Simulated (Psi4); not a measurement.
# One shape, several levels: CHFGaN (SMILES N#[C][GaH][F])

We compute a comparison of 5 runs (BLYP/cc-pVDZ, M06-L/cc-pVDZ, PBE0/cc-pVDZ, r2SCAN/cc-pVDZ, revPBE/cc-pVDZ) of CHFGaN. 

The calculation is run with Psi4 1.11.

2 further runs of the same task are left out: 2 set aside as unsound or not needed.

### 1 The structure to begin with

CHFGaN has 5 atoms, charge 0, and is taken as a singlet. SMILES: `N#[C][GaH][F]`. One bond was lengthened or shortened from a relaxed shape.

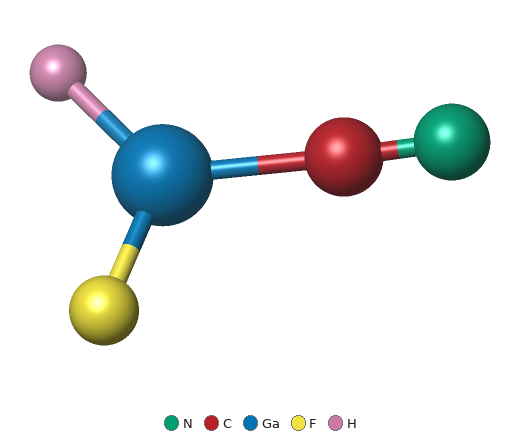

Viewed from a chosen angle; nitrogen teal, carbon red, gallium blue, fluorine yellow, hydrogen pink.

### 2 Energy and gradient at BLYP/cc-pVDZ (run 1)

File job.dat:

```
memory 2200 MB

molecule {
  N      1.148155    -1.876790     1.293019
  C      0.575155    -1.084290     0.683319
  Ga    -0.325545     0.299410    -0.318481
  F     -1.790545    -0.273090    -1.065581
  H      0.179200     1.982700    -0.525600
  symmetry c1
  no_reorient
  no_com
}

set {
  basis                cc-pVDZ
  reference            rks
  puream               true
  e_convergence        1e-09
  d_convergence        1e-08
  scf_type             pk
  dft_radial_points    99
  dft_spherical_points 590
}

energy_value, wavefunction = gradient('blyp', return_wfn=True)
oeprop(wavefunction, 'MULLIKEN_CHARGES', 'LOWDIN_CHARGES', 'WIBERG_LOWDIN_INDICES', title='BLYP')
print_variables()
```

The run is started by

```
$ psi4 -i job.dat -o job.out -n 1
```

job.out:

```text
[...]
  Running in c1 symmetry.
[...]
  Nuclear repulsion =  222.430219539516770
[...]
  Multiplicity = 1
[...]
  Nalpha       = 27
  Nbeta        = 27
[...]
    Number of basis functions: 74
[...]
   @RKS iter   1: -2117.39808430707080   -3.13549e+00   1.53647e-02 ADIIS/DIIS
[...]
   @RKS iter  13: -2118.17980270943963   -1.81899e-12   3.78534e-09 DIIS
[...]
  @RKS Final Energy: -2118.17980270943963
   => Energetics <=
    Nuclear Repulsion Energy =            222.4302195395167701
    One-Electron Energy =               -3390.0200871157571783
    Two-Electron Energy =                1147.5472189268975853
    DFT Exchange-Correlation Energy =     -98.1371540600966767
    Empirical Dispersion Energy =           0.0000000000000000
    VV10 Nonlocal Energy =                  0.0000000000000000
    Total Energy =                      -2118.1798027094396275
[...]
  -Total Gradient:
     Atom            X                  Y                   Z
    ------   -----------------  -----------------  -----------------
       1       -0.028805542034     0.040364875021    -0.030816646198
       2        0.023837210763    -0.035253596410     0.026079621229
       3       -0.024794896086    -0.047619131247    -0.000788581603
       4        0.018686288854     0.005821051606     0.009991906283
       5        0.011001264520     0.036564372118    -0.004475910611
[...]
```

Run time: 39 s. Hardware: 1 thread of AMD EPYC 7B13 (Zen 3), shared host; peak memory 0.97 GiB.

### 3 Energy and gradient at M06-L/cc-pVDZ (run 2)

File job.dat:

```
memory 2200 mb

molecule geom {
  0 1
  N      1.148155    -1.876790     1.293019
  C      0.575155    -1.084290     0.683319
  Ga    -0.325545     0.299410    -0.318481
  F     -1.790545    -0.273090    -1.065581
  H      0.179200     1.982700    -0.525600
  symmetry c1
}

set basis cc-pVDZ
set puream true
set e_convergence 1e-09
set d_convergence 1e-08
set scf_type pk
set dft_radial_points 99
set dft_spherical_points 590

e_tot, wfn = gradient('m06-l', return_wfn=True)
oeprop(wfn, 'LOWDIN_CHARGES', 'WIBERG_LOWDIN_INDICES', 'QUADRUPOLE')
```

The run is started by

```
$ psi4 -n 1 job.dat job.out
```

job.out:

```text
[...]
  Running in c1 symmetry.
[...]
  Nuclear repulsion =  222.430219539516770
[...]
  Multiplicity = 1
[...]
  Nalpha       = 27
  Nbeta        = 27
[...]
    Number of basis functions: 74
[...]
   @RKS iter   1: -2117.37710101213042   -3.40114e+00   1.46820e-02 ADIIS/DIIS
[...]
   @RKS iter  13: -2118.06749733809784    0.00000e+00   5.87405e-09 DIIS
[...]
  @RKS Final Energy: -2118.06749733809784
   => Energetics <=
    Nuclear Repulsion Energy =            222.4302195395167701
    One-Electron Energy =               -3390.6940248370856352
    Two-Electron Energy =                1148.2941390981545737
    DFT Exchange-Correlation Energy =     -98.0978311386833042
    Empirical Dispersion Energy =           0.0000000000000000
    VV10 Nonlocal Energy =                  0.0000000000000000
    Total Energy =                      -2118.0674973380978372
[...]
  -Total Gradient:
     Atom            X                  Y                   Z
    ------   -----------------  -----------------  -----------------
       1       -0.020842172955     0.029435898602    -0.022369770534
       2        0.017834836310    -0.027455195671     0.019850717589
       3       -0.021187525248    -0.047873225702     0.001571316558
       4        0.011410874628     0.003167231622     0.006222568454
       5        0.012589932729     0.042530279183    -0.005336553834
[...]
```

It took 51 s on 1 thread of AMD EPYC 7B13 (Zen 3), shared host; peak memory 1.7 GiB.

### 4 Energy and gradient at PBE0/cc-pVDZ (run 3)

File input.in:

```
memory 2200 mb

molecule {
  N      1.148155    -1.876790     1.293019
  C      0.575155    -1.084290     0.683319
  Ga    -0.325545     0.299410    -0.318481
  F     -1.790545    -0.273090    -1.065581
  H      0.179200     1.982700    -0.525600
  symmetry c1
  no_reorient
  no_com
}

set puream true
set e_convergence 1e-09
set d_convergence 1e-08
set scf_type pk
set dft_radial_points 99
set dft_spherical_points 590

e_tot, wfn = gradient("pbe0/cc-pVDZ", return_wfn=True)
oeprop(wfn, "LOWDIN_CHARGES", "DIPOLE", "MAYER_INDICES", title="PBE0")
```

The run is started by

```
$ psi4 input.in input.out -n 1
```

input.out:

```text
[...]
  Running in c1 symmetry.
[...]
  Nuclear repulsion =  222.430219539516770
[...]
  Multiplicity = 1
[...]
  Nalpha       = 27
  Nbeta        = 27
[...]
    Number of basis functions: 74
[...]
   @RKS iter   1: -2117.01478850747935   -3.66372e+00   1.44919e-02 ADIIS/DIIS
[...]
   @RKS iter  12: -2117.67956286853496   -1.36424e-12   2.89880e-09 DIIS
[...]
  @RKS Final Energy: -2117.67956286853496
   => Energetics <=
    Nuclear Repulsion Energy =            222.4302195395167701
    One-Electron Energy =               -3390.5583235651201903
    Two-Electron Energy =                1124.2405747460027214
    DFT Exchange-Correlation Energy =     -73.7920335889339327
    Empirical Dispersion Energy =           0.0000000000000000
    VV10 Nonlocal Energy =                  0.0000000000000000
    Total Energy =                      -2117.6795628685349584
[...]
  -Total Gradient:
     Atom            X                  Y                   Z
    ------   -----------------  -----------------  -----------------
       1       -0.013434645475     0.019070008533    -0.014450145213
       2        0.011817631627    -0.019164306990     0.013458449502
       3       -0.018607624922    -0.044324354717     0.002093023436
       4        0.007574152192     0.001704053495     0.004254577623
       5        0.012591805338     0.042614022403    -0.005361605894
[...]
```

Wall time 40 s (1 thread of AMD EPYC 7B13 (Zen 3), shared host); peak memory 0.98 GiB.

Run 4 isn't shown in full; the table further down has it.

### 5 Energy and gradient at revPBE/cc-pVDZ (run 5)

File job.json:

```json
{
 "schema_name": "qcschema_input",
 "schema_version": 1,
 "molecule": {
  "schema_name": "qcschema_molecule",
  "schema_version": 2,
  "symbols": ["N", "C", "Ga", "F", "H"],
  "geometry": [2.1696985, -3.54661909, 2.44345178, 1.08688543, -2.04901114, 1.29128577, -0.61519089, 0.5658029, -0.60184187, -3.38363966, -0.51606531, -2.01365625, 0.33863892, 3.74675999, -0.99324005],
  "molecular_charge": 0,
  "molecular_multiplicity": 1,
  "fix_symmetry": "c1"
 },
 "driver": "gradient",
 "model": {
  "method": "revpbe",
  "basis": "cc-pVDZ"
 },
 "keywords": {
  "puream": true,
  "e_convergence": 1e-09,
  "d_convergence": 1e-08,
  "scf_type": "pk",
  "dft_radial_points": 99,
  "dft_spherical_points": 590,
  "scf_properties": ["LOWDIN_CHARGES", "WIBERG_LOWDIN_INDICES", "DIPOLE"]
 }
}
```

The run is started by

```
$ psi4 --qcschema job.json -n 1 --memory 2200MB
```

stdout:

```text
[...]
  Running in c1 symmetry.
[...]
  Nuclear repulsion =  222.430219757176758
[...]
  Multiplicity = 1
[...]
  Nalpha       = 27
  Nbeta        = 27
[...]
    Number of basis functions: 74
[...]
   @RKS iter   1: -2117.16938002593361   -3.13493e+00   1.52245e-02 ADIIS/DIIS
[...]
   @RKS iter  13: -2117.94163145778975   -5.91172e-12   3.39011e-09 DIIS
[...]
  @RKS Final Energy: -2117.94163145778975
   => Energetics <=
    Nuclear Repulsion Energy =            222.4302197571767579
    One-Electron Energy =               -3390.1041171876231601
    Two-Electron Energy =                1147.6329288973877283
    DFT Exchange-Correlation Energy =     -97.9006629247311793
    Empirical Dispersion Energy =           0.0000000000000000
    VV10 Nonlocal Energy =                  0.0000000000000000
    Total Energy =                      -2117.9416314577897538
[...]
  -Total Gradient:
     Atom            X                  Y                   Z
    ------   -----------------  -----------------  -----------------
       1       -0.031909767618     0.044718794704    -0.034138567029
       2        0.026901482684    -0.039860942587     0.029455459683
       3       -0.026033142052    -0.048295763723    -0.001359773310
       4        0.019912562905     0.006240197034     0.010636039465
       5        0.011048361330     0.037062374151    -0.004601803440
[...]
```

The result, in JSON:

```text
{
 "driver": "gradient",
 "model": {
  "method": "revpbe",
  "basis": "cc-pVDZ"
 },
 "success": true,
 "return_result": [-0.031909767618237994, 0.04471879470406992, -0.03413856702948315, 0.026901482683555356, -0.0398609425869037, 0.029455459683081386, -0.026033142051791323, -0.048295763723446565, -0.0013597733104369104, 0.01991256290454116, 0.006240197034015953, 0.010636039464873584, 0.011048361330221843, 0.03706237415149349, -0.00460180344035235],
 "properties": {
  "calcinfo_nbasis": 74,
  "calcinfo_nmo": 74,
  "calcinfo_nalpha": 27,
  "calcinfo_nbeta": 27,
  "calcinfo_natom": 5,
  "nuclear_repulsion_energy": 222.43021975717676,
  "return_energy": -2117.9416314577898,
  "return_gradient": [-0.031909767618237994, 0.04471879470406992, -0.03413856702948315, 0.026901482683555356, -0.0398609425869037, 0.029455459683081386, -0.026033142051791323, -0.048295763723446565, -0.0013597733104369104, 0.01991256290454116, 0.006240197034015953, 0.010636039464873584, 0.011048361330221843, 0.03706237415149349, -0.00460180344035235],
  "scf_one_electron_energy": -3390.104117187623,
  "scf_two_electron_energy": 1147.6329288973877,
  "scf_xc_energy": -97.90066292473118,
  "scf_dipole_moment": [0.02001349348089354, 0.9901261458342141, -0.2967002894930155],
  "scf_total_energy": -2117.9416314577898,
  "scf_total_gradient": [-0.031909767618237994, 0.04471879470406992, -0.03413856702948315, 0.026901482683555356, -0.0398609425869037, 0.029455459683081386, -0.026033142051791323, -0.048295763723446565, -0.0013597733104369104, 0.01991256290454116, 0.006240197034015953, 0.010636039464873584, 0.011048361330221843, 0.03706237415149349, -0.00460180344035235],
  "scf_iterations": 13
 }
}
```

Run time: 41 s. Hardware: 1 thread of AMD EPYC 7B13 (Zen 3), shared host; peak memory 0.98 GiB.

### 6 The series

| run | level | energy (Eh) | dipole moment (D) | HOMO energy (eV) | LUMO energy (eV) | wall time |
| --- | --- | --- | --- | --- | --- | --- |
| 1 | BLYP/cc-pVDZ | -2118.179803 | 2.63 | -8.08 | -3.14 | 39 s |
| 2 | M06-L/cc-pVDZ | -2118.067497 | 2.83 | -8.53 | -2.99 | 51 s |
| 3 | PBE0/cc-pVDZ | -2117.679563 | 2.85 | -9.76 | -2.46 | 40 s |
| 4 | r2SCAN/cc-pVDZ | -2118.032622 | 2.81 | -8.65 | -3.08 | 52 s |
| 5 | revPBE/cc-pVDZ | -2117.941631 | 2.63 | -8.15 | -3.13 | 41 s |

### 7 What came out

```
                       quantity           value
            run 5: total energy  -2117.94163 Eh
           run 5: dipole moment          2.63 D
             run 5: HOMO energy        -8.15 eV
             run 5: LUMO energy        -3.13 eV
           run 5: HOMO–LUMO gap         5.02 eV
run 5: largest force on an atom      3.326 eV/Å
```

What this shows: The dipole moment (its size) runs from 2.63 D (revPBE/cc-pVDZ) to 2.85 D (PBE0/cc-pVDZ). The HOMO–LUMO gap runs from 4.94 eV (BLYP/cc-pVDZ) to 7.29 eV (PBE0/cc-pVDZ). Totals of different functionals can't be ranked against each other. All runs together took 3.7 min, the longest 52 s.
